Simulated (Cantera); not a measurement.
Feed: 1 mol Cr, 46 mol N2, 31 mol H2, held at 0.133 bar.

Cantera equilibrium calculation (NASA polynomials, part measured and part estimated; ideal gas, pure solids and liquids). Candidate condensed phases: Cr, CrN, Cr2N; 11 gas species. The numbers say what is thermodynamically allowed, not how fast it happens.

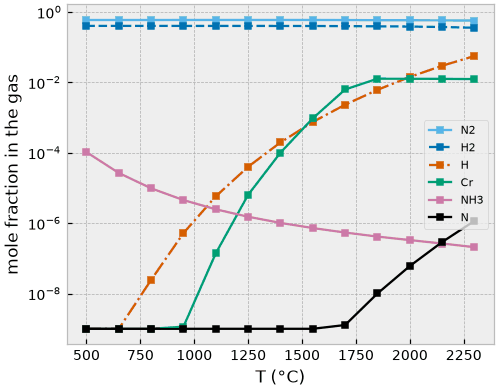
Equilibrium gas composition (values under 1e-9 drawn at 1e-9)

From 500 °C to 800 °C the condensed part is CrN(s). From 950 °C to 1250 °C the condensed part is Cr2N(s). From 1400 °C to 1700 °C the condensed part is Cr(s). From 1850 °C to 2300 °C nothing is condensed.
